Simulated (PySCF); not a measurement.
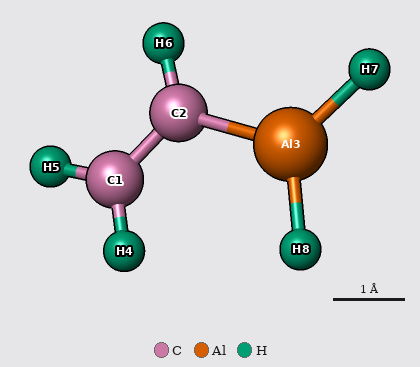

*The structure as given in the input (ball-and-stick view, seen at a tilt; atoms are numbered from 1 in the order of the input). Sticks mark near contacts.*

Bond lengths as drawn: Al–C 1.94 Å, Al–H 1.58 Å, C–C 1.33 Å and C–H 1.08 to 1.09 Å.

Run report: C2H5Al, single-point calculation

System: C2H5Al, SMILES C=[CH][AlH2].
Method: LC-wPBE/pcseg-1, RKS (PySCF 2.14.0).

The geometry was optimised with HF/def2-SVP.

## Log
```
PySCF version 2.14.0

[INPUT] num. atoms = 8
[INPUT] num. electrons = 30
[INPUT] charge = 0
[INPUT] spin (= nelec alpha-beta = 2S) = 0
[INPUT] symmetry False subgroup None
[INPUT] Mole.unit = angstrom
[INPUT] Symbol           X                Y                Z      unit          X                Y                Z       unit  Magmom
[INPUT]  1 C     -1.016661000000   0.841159000000  -0.383901000000 AA   -1.921210851526   1.589560137213  -0.725467748947 Bohr   0.0
[INPUT]  2 C      0.189100000000   0.664009000000   0.150544000000 AA    0.357347210155   1.254795154246   0.284486929697 Bohr   0.0
[INPUT]  3 Al     0.905532000000  -1.128803000000   0.290418000000 AA    1.711207477030  -2.133128518587   0.548810481644 Bohr   0.0
[INPUT]  4 H     -1.607448000000   0.005792000000  -0.742972000000 AA   -3.037636479480   0.010945293713  -1.404013598220 Bohr   0.0
[INPUT]  5 H     -1.474881000000   1.818638000000  -0.491120000000 AA   -2.787121156325   3.436727739727  -0.928082294296 Bohr   0.0
[INPUT]  6 H      0.709668000000   1.556737000000   0.483410000000 AA    1.341078159368   2.941806577977   0.913512505876 Bohr   0.0
[INPUT]  7 H      2.326848000000  -1.422022000000   0.911442000000 AA    4.397105453492  -2.687232123106   1.722375758426 Bohr   0.0
[INPUT]  8 H      0.002225000000  -2.306372000000  -0.247841000000 AA    0.004204640627  -4.358411421365  -0.468351612438 Bohr   0.0

nuclear repulsion = 84.3838951156191
number of shells = 19
number of NR pGTOs = 129
number of NR cGTOs = 71
basis = pcseg-1
ecp = {}

******** <class 'pyscf.dft.rks.RKS'> ********
method = RKS
initial guess = minao
damping factor = 0
level_shift factor = 0
DIIS = <class 'pyscf.scf.diis.CDIIS'>
diis_start_cycle = 1
diis_space = 8
diis_damp = 0
SCF conv_tol = 1e-09
SCF conv_tol_grad = None
SCF max_cycles = 50
direct_scf = True
direct_scf_tol = 1e-13
XC library pyscf.dft.libxc version 7.0.0
    S. Lehtola, C. Steigemann, M. J.T. Oliveira, and M. A.L. Marques.,  SoftwareX 7, 1–5 (2018)
XC functionals = lc_wpbe
radial grids:
    Treutler-Ahlrichs [JCP 102, 346 (1995); DOI:10.1063/1.469408] (M4) radial grids

becke partition: Becke, JCP 88, 2547 (1988); DOI:10.1063/1.454033
pruning grids: <function nwchem_prune>
grids dens level: 3
symmetrized grids: False
atomic radii adjust function: <function treutler_atomic_radii_adjust>
small_rho_cutoff = 0
Set gradient conv threshold to 3.16228e-05
Initial guess from minao.
tot grids = 96456
init E= -321.450765046704
  HOMO = -0.315428623902717  LUMO = -0.0658264633357839  gap/eV = 6.79202
cycle= 1 E= -321.415417899994  delta_E= 0.0353  |g|= 0.224  |ddm|= 2.57
  HOMO = -0.383999650503926  LUMO = 0.00794474114290855  gap/eV = 10.66535
cycle= 2 E= -321.430981534236  delta_E= -0.0156  |g|= 0.121  |ddm|= 0.392
  HOMO = -0.406008400642332  LUMO = 0.00793436580937934  gap/eV = 11.26396
cycle= 3 E= -321.434640652022  delta_E= -0.00366  |g|= 0.0424  |ddm|= 0.138
  HOMO = -0.399771785392576  LUMO = 0.0115883470025091  gap/eV = 11.19368
cycle= 4 E= -321.435193068955  delta_E= -0.000552  |g|= 0.0113  |ddm|= 0.06
  HOMO = -0.399563244533214  LUMO = 0.0118452939853273  gap/eV = 11.19500
cycle= 5 E= -321.435229808859  delta_E= -3.67e-05  |g|= 0.00208  |ddm|= 0.0146
  HOMO = -0.400113251270865  LUMO = 0.011551568102496  gap/eV = 11.20197
cycle= 6 E= -321.435231995923  delta_E= -2.19e-06  |g|= 0.000384  |ddm|= 0.00494
  HOMO = -0.400064806451303  LUMO = 0.0116087902713349  gap/eV = 11.20221
cycle= 7 E= -321.435232089451  delta_E= -9.35e-08  |g|= 8.36e-05  |ddm|= 0.0013
  HOMO = -0.4000695265811  LUMO = 0.0116101256610199  gap/eV = 11.20237
cycle= 8 E= -321.435232094807  delta_E= -5.36e-09  |g|= 2.42e-05  |ddm|= 0.000287
  HOMO = -0.400069022867276  LUMO = 0.0116117417103392  gap/eV = 11.20240
cycle= 9 E= -321.435232095292  delta_E= -4.85e-10  |g|= 6.45e-06  |ddm|= 7.81e-05
  HOMO = -0.400069564894064  LUMO = 0.0116113866229428  gap/eV = 11.20241
Extra cycle  E= -321.435232095318  delta_E= -2.58e-11  |g|= 2.75e-06  |ddm|= 1.48e-05
converged SCF energy = -321.435232095318
E(LC-WPBE) = -321.435232095
Dipole moment(X, Y, Z, Debye): -0.39698,  0.62411, -0.11634
 ** Mulliken pop  **
pop of  0 C 1s            1.99373
pop of  0 C 2s            0.73002
pop of  0 C 3s            0.44001
pop of  0 C 2px           0.75478
pop of  0 C 2py           0.74545
pop of  0 C 2pz           0.58972
pop of  0 C 3px           0.22121
pop of  0 C 3py           0.27450
pop of  0 C 3pz           0.35093
pop of  0 C 3dxy          0.01300
pop of  0 C 3dyz          0.00283
pop of  0 C 3dz^2         0.00324
pop of  0 C 3dxz          0.00476
pop of  0 C 3dx2-y2       0.00620
pop of  1 C 1s            1.99385
pop of  1 C 2s            0.71063
pop of  1 C 3s            0.59753
pop of  1 C 2px           0.74265
pop of  1 C 2py           0.77709
pop of  1 C 2pz           0.59017
pop of  1 C 3px           0.26382
pop of  1 C 3py           0.38687
pop of  1 C 3pz           0.40563
pop of  1 C 3dxy          0.00709
pop of  1 C 3dyz          0.00180
pop of  1 C 3dz^2         0.00326
pop of  1 C 3dxz          0.00499
pop of  1 C 3dx2-y2       0.00589
pop of  2 Al 1s           1.99981
pop of  2 Al 2s           1.98926
pop of  2 Al 3s           0.83859
pop of  2 Al 4s           0.09455
pop of  2 Al 2px          1.99385
pop of  2 Al 2py          1.99450
pop of  2 Al 2pz          1.99099
pop of  2 Al 3px          0.54884
pop of  2 Al 3py          0.56967
pop of  2 Al 3pz          0.16242
pop of  2 Al 4px          0.02792
pop of  2 Al 4py         -0.00840
pop of  2 Al 4pz          0.01296
pop of  2 Al 3dxy         0.03572
pop of  2 Al 3dyz         0.01282
pop of  2 Al 3dz^2        0.00753
pop of  2 Al 3dxz         0.01100
pop of  2 Al 3dx2-y2      0.03600
pop of  3 H 1s            0.76471
pop of  3 H 2s            0.09942
pop of  3 H 2px           0.00537
pop of  3 H 2py           0.00850
pop of  3 H 2pz           0.00406
pop of  4 H 1s            0.76489
pop of  4 H 2s            0.10027
pop of  4 H 2px           0.00427
pop of  4 H 2py           0.01047
pop of  4 H 2pz           0.00304
pop of  5 H 1s            0.75921
pop of  5 H 2s            0.11454
pop of  5 H 2px           0.00538
pop of  5 H 2py           0.00898
pop of  5 H 2pz           0.00394
pop of  6 H 1s            0.74377
pop of  6 H 2s            0.44924
pop of  6 H 2px           0.00328
pop of  6 H 2py           0.00020
pop of  6 H 2pz           0.00063
pop of  7 H 1s            0.74266
pop of  7 H 2s            0.45938
pop of  7 H 2px           0.00134
pop of  7 H 2py           0.00227
pop of  7 H 2pz           0.00049
 ** Mulliken atomic charges  **
charge of    0C =     -0.13039
charge of    1C =     -0.49127
charge of    2Al =      0.68197
charge of    3H =      0.11794
charge of    4H =      0.11706
charge of    5H =      0.10796
charge of    6H =     -0.19713
charge of    7H =     -0.20614
```

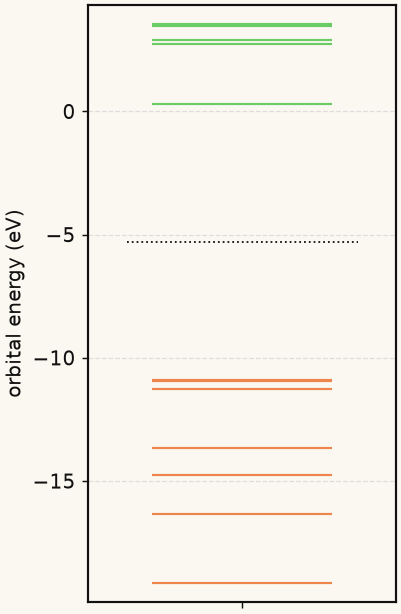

*Orbital energies near the frontier; the dotted line parts filled from empty levels, and levels within 0.02 eV of each other stand side by side.*

Highest filled −10.89 eV, lowest empty 0.32 eV, 11.21 eV apart.

The run was set up as follows.

## The input (run.py)
```python
from pyscf import gto, dft

mol = gto.Mole()
mol.atom = '''
C     -1.016661     0.841159    -0.383901
C      0.189100     0.664009     0.150544
Al     0.905532    -1.128803     0.290418
H     -1.607448     0.005792    -0.742972
H     -1.474881     1.818638    -0.491120
H      0.709668     1.556737     0.483410
H      2.326848    -1.422022     0.911442
H      0.002225    -2.306372    -0.247841
'''
mol.max_memory = 1860
mol.basis = 'pcseg-1'
mol.charge = 0
mol.verbose = 4
mol.build()

calc0 = dft.RKS(mol)
calc0.xc = 'lc_wpbe'
calc0.kernel()

etot = calc0.e_tot
print('E(%s) = %.9f' % ('LC-WPBE', etot))
dip = calc0.dip_moment()
pop, q = calc0.mulliken_pop()
```

Command:
```bash
OMP_NUM_THREADS=1 python run.py
```

## Key numbers

```json
{"quantity": "outcome", "value": "converged"}
{"quantity": "total energy", "value": "−321.435232 hartree"}
{"quantity": "basis functions", "value": "71"}
{"quantity": "HOMO", "value": "−10.89 eV"}
{"quantity": "LUMO", "value": "0.32 eV"}
{"quantity": "dipole moment", "value": "0.75 D"}
{"quantity": "hardware", "value": "1 thread of Arm Neoverse V1, 24 GiB of memory available, shared host"}
{"quantity": "wall time", "value": "13 s"}
{"quantity": "peak memory", "value": "0.34 GiB"}
```
